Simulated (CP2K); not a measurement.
Convergence study of the k-point mesh for K (Im-3m, 1 atom in the cell)

```
CELL_PARAMETERS angstrom
      4.59548     0.00000     0.00000
     -1.53183     4.33266     0.00000
     -1.53183    -2.16633     3.75219
ATOMIC_POSITIONS crystal
  K  0.00000 0.00000 0.00000
```

Method: PBE, GPW, DZVP-MOLOPT-SR-GTH basis, GTH-PBE potentials (GTH_POTENTIALS) in CP2K.

Base settings: CUTOFF = 500 Ry; REL_CUTOFF = 40 Ry; SMEAR/METHOD = FERMI_DIRAC; ELECTRONIC_TEMPERATURE = 1160.45 K; KPOINTS/SCHEME = MONKHORST-PACK 4 4 4; GAMMA_CENTERED = T; XC_FUNCTIONAL = PBE; K/BASIS_SET = DZVP-MOLOPT-SR-GTH-q9; K/POTENTIAL = GTH-PBE-q9; METHOD = GPW.

Moved along: GAMMA_CENTERED.

The second cell is the first with its lattice scaled by 0.98.

Only quantities that move along the ladder and can be compared are tabulated.

The starting cell has typed, rounded lattice constants, without a prior relaxation at this level. Its lattice was rescaled by up to half a per cent. Values carry the incompleteness of an atom-centred basis. Without a gap this mesh is coarse (it stands for a supercell whose shortest vector is 18 Å).

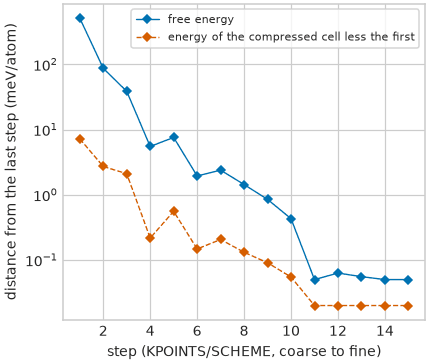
Distance from the last step along the ladder; very small values are drawn at a floor.

```tsv
KPOINTS/SCHEME	free energy less the last step's (meV/atom)	energy of the compressed cell less the first (meV/atom)	pressure (GPa)
MONKHORST-PACK 2 2 2	510.39	13.68	0.42
MONKHORST-PACK 3 3 3	-86.71	3.79	0.01
MONKHORST-PACK 4 4 4	38.51	8.60	0.19
MONKHORST-PACK 5 5 5	-5.50	6.28	0.10
MONKHORST-PACK 6 6 6	7.55	7.05	0.13
MONKHORST-PACK 7 7 7	-1.94	6.35	0.11
MONKHORST-PACK 8 8 8	2.38	6.70	0.12
MONKHORST-PACK 9 9 9	-1.43	6.37	0.11
MONKHORST-PACK 10 10 10	0.85	6.59	0.12
MONKHORST-PACK 11 11 11	-0.43	6.44	0.11
MONKHORST-PACK 13 13 13	0.02	6.49	0.11
MONKHORST-PACK 14 14 14	-0.06	6.50	0.11
MONKHORST-PACK 15 15 15	0.06	6.50	0.11
MONKHORST-PACK 17 17 17	0.02	6.50	0.11
MONKHORST-PACK 19 19 19	0.01	6.50	0.11
MONKHORST-PACK 21 21 21	0.00	6.50	0.11
```

Coarsest KPOINTS/SCHEME that holds the pressure within 0.05 GPa of the last step, with all finer ones: MONKHORST-PACK 5 5 5; the step before is off by 0.07 GPa.

Coarsest KPOINTS/SCHEME that holds the free energy within 5 meV/atom of the last step, with all finer ones: MONKHORST-PACK 7 7 7; the step before is off by 7.6 meV/atom.

Coarsest KPOINTS/SCHEME that holds the energy of the compressed cell less the first within 1 meV/atom of the last step, with all finer ones: MONKHORST-PACK 5 5 5; the step before is off by 2.1 meV/atom.

The energy difference between the two cells stays within 1 meV/atom of the last step's from MONKHORST-PACK 5 5 5 on, the total only from MONKHORST-PACK 10 10 10 on: much of the error is common to both cells and cancels.
